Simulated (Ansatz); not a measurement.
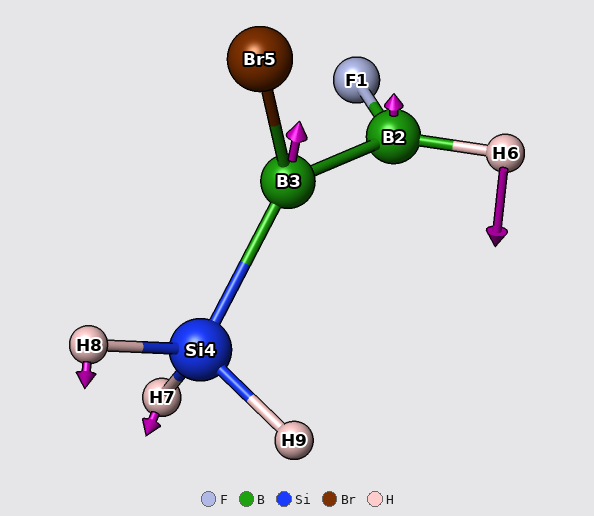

The arrows show one normal mode. Harmonic vibrations computed with RKS PBE0-D4/def2-TZVP (Ansatz 0.2.0) at a stationary point of the same level.

**Estimate its harmonic wavenumber.**

728 cm⁻¹; it is mode 10 of 21 counted from the lowest.
